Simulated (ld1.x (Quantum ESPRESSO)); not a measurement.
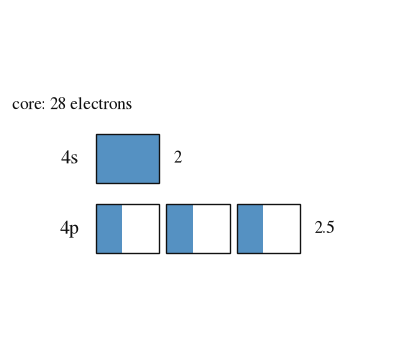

*The valence shells of the reference configuration: a box for each of the 2l + 1 orbitals, shaded by the share of the shell that is filled, with the electron count at the right. The shells are those of the unaltered input.*

Pseudopotential generation for Se

System: selenium (Se, Z = 34), core [Ar] 3d10, reference valence 4s2 4p2.5 (an ion of charge +1.5), valence charge 6. (This line and the method describe the unaltered input from which the odd one was made.)
Method: TM potential, PBEsol, scalar-relativistic, made with ld1.x (Quantum ESPRESSO) 7.5.

**The input**
```
 &input
   title='Se', zed=34., rel=1, dft='PBESOL', iswitch=3,
   config='[He] 3d10 4s2 4p2.5',
   nld=2, rlderiv=1.80, eminld=-4.0, emaxld=5.0, deld=0.02
 /
 &inputp
   pseudotype=2, tm=.true., lloc=-2, rcloc=1.55,
   nlcc=.true., new_core_ps=.true., rcore=1.20,
   file_pseudopw='Se.UPF', file_wfcaegen='ae.wfc', file_wfcncgen='nc.wfc', file_beta='beta', file_chi='chi'
 /
2
4S  1  0   2.00   0.00  1.55  1.55  0.0
4P  2  1   2.50   0.00  1.65  1.65  0.0
 &test
   configts(1)='4s2 4p2.5'
 /
```

Hardware: 1 CPU thread, shared host.

Launched with:
```bash
ld1.x < Se.in > Se.out
```

**The program's output**
```
     Program LD1 v.7.5
     --------------------------- All-electron run ----------------------------

     Se
     scalar relativistic calculation

     atomic number is 34.00
     dft =PBESOL   lsd =0 sic =0 latt =0  beta=0.20 tr2=1.0E-14
     Exchange-correlation= PBESOL
                           (   1   4  10   8   0   0   0)
     mesh =1211 r(mesh) =  99.34906 a.u. xmin = -7.00 dx = 0.01250
     1 Ry =  13.60569312 eV, c = 137.03599908

     n l     nl                  e(Ry)          e(Ha)          e(eV)
     1 0     1S 1( 2.00)     -1037.4661      -518.7331    -14115.4459
     3 2     3D 1(10.00)       -57.9272       -28.9636      -788.1401
     4 0     4S 1( 2.00)       -30.8875       -15.4437      -420.2458
     4 1     4P 1( 2.50)       -29.4128       -14.7064      -400.1815

     final scf error:  3.0E-15 reached in  19 iterations

     Etot =   -3378.670525 Ry,   -1689.335263 Ha,  -45969.154331 eV

     Ekin =    3455.509070 Ry,    1727.754535 Ha,   47014.595985 eV
     Encl =   -7361.659308 Ry,   -3680.829654 Ha, -100160.477414 eV
     Eh   =     615.703429 Ry,     307.851714 Ha,    8377.071909 eV
     Exc  =     -88.223716 Ry,     -44.111858 Ha,   -1200.344811 eV

     normalization and overlap integrals

     s(1S/1S) =  1.000000  <r> =   0.0438  <r2> =    0.0026  r(max) =   0.0287
     s(3D/3D) =  1.000000  <r> =   0.3748  <r2> =    0.1633  r(max) =   0.3123
     s(4S/4S) =  1.000000  <r> =   0.9028  <r2> =    0.9136  r(max) =   0.8924
     s(4P/4P) =  1.000000  <r> =   0.8976  <r2> =    0.9090  r(max) =   0.8813

     ------------------------ End of All-electron run ------------------------

     --------------------- Generating NC pseudopotential ---------------------

      Generating local potential from pseudized AE potential:
      Matching radius rcloc =   1.5500
      Enforcing V''(0)=0 (lloc=-2)

      Local pseudo, rcloc= 1.566 Estimated cut-off energy=    11.47 Ry

      Computing core charge for nlcc:

       r > 1.20 : true rho core
      Core charge pseudized with two Bessel functions
      Integrated core pseudo-charge :   0.32

      Wfc   4S  rcut= 1.566  Using Troullier-Martins method

      Wfc   4P  rcut= 1.646  Using Troullier-Martins method

     ------------------- End of pseudopotential generation -------------------

     --------------------------- All-electron run ----------------------------

     Se
     scalar relativistic calculation

     atomic number is 34.00
     dft =PBESOL   lsd =0 sic =0 latt =0  beta=0.20 tr2=1.0E-14
     Exchange-correlation= PBESOL
                           (   1   4  10   8   0   0   0)
     mesh =1211 r(mesh) =  99.34906 a.u. xmin = -7.00 dx = 0.01250
     1 Ry =  13.60569312 eV, c = 137.03599908

     n l     nl                  e(Ry)          e(Ha)          e(eV)
     1 0     1S 1( 2.00)     -1037.4661      -518.7331    -14115.4459
     3 2     3D 1(10.00)       -57.9272       -28.9636      -788.1401
     4 0     4S 1( 2.00)       -30.8875       -15.4437      -420.2458
     4 1     4P 1( 2.50)       -29.4128       -14.7064      -400.1815

     final scf error:  3.0E-15 reached in  19 iterations

     Etot =   -3378.670525 Ry,   -1689.335263 Ha,  -45969.154331 eV

     Ekin =    3455.509070 Ry,    1727.754535 Ha,   47014.595985 eV
     Encl =   -7361.659308 Ry,   -3680.829654 Ha, -100160.477414 eV
     Eh   =     615.703429 Ry,     307.851714 Ha,    8377.071909 eV
     Exc  =     -88.223716 Ry,     -44.111858 Ha,   -1200.344811 eV

     normalization and overlap integrals

     s(1S/1S) =  1.000000  <r> =   0.0438  <r2> =    0.0026  r(max) =   0.0287
     s(3D/3D) =  1.000000  <r> =   0.3748  <r2> =    0.1633  r(max) =   0.3123
     s(4S/4S) =  1.000000  <r> =   0.9028  <r2> =    0.9136  r(max) =   0.8924
     s(4P/4P) =  1.000000  <r> =   0.8976  <r2> =    0.9090  r(max) =   0.8813

     ------------------------ End of All-electron run ------------------------

     Computing logarithmic derivative in   1.80834
     Computing logarithmic derivative in   1.80834
     Computing the partial wave expansion
     R is outside the sphere for l=    0 j= 0.00
     R is outside the sphere for l=    1 j= 0.00

     ---------------------- Testing the pseudopotential ----------------------

     Se
     scalar relativistic calculation

     atomic number is 34.00   valence charge is 22.00
     dft =PBESOL   lsd =0 sic =0 latt =0  beta=0.20 tr2=1.0E-14
     mesh =1211 r(mesh) =  99.34906 xmin = -7.00 dx = 0.01250

     n l     nl             e AE (Ry)        e PS (Ry)    De AE-PS (Ry)
     1 0     4S   1( 2.00)      -30.88750      -30.88749       -0.00001
     2 1     4P   1( 2.50)      -29.41280      -29.41279       -0.00001

     eps = 8.1E-15  iter = 15

     Etot =   -3378.670525 Ry,   -1689.335263 Ha,  -45969.154331 eV
     Etotps =  -154.279960 Ry,     -77.139980 Ha,   -2099.085787 eV

     Ekin =      23.466536 Ry,      11.733268 Ha,     319.278487 eV
     Encl =    -178.681077 Ry,     -89.340538 Ha,   -2431.079895 eV
     Ehrt =      20.304376 Ry,      10.152188 Ha,     276.255109 eV
     Ecxc =      -6.532349 Ry,      -3.266174 Ha,     -88.877135 eV
     (Ecc =      -0.272662 Ry,      -0.136331 Ha,      -3.709761 eV)
     Epseu=     -12.837446 Ry,      -6.418723 Ha,    -174.662352 eV

     ---------------------- End of pseudopotential test ----------------------
```

**Outcome**

| quantity | value |
| --- | --- |
| outcome | generated |

**What is odd here**

The input is odd on purpose: core typed as [He] in place of [Ar]. The program ran to the end. The all-electron total energy moves by +1500 Ry against the unaltered input (−4855.1530 Ry), so the atom computed isn't the one that the system line describes. The pseudo-atom meets the occupied all-electron levels that the test lists within 0.00001 Ry. No test for ghost states or cutoffs was run on this potential, so its soundness isn't shown.
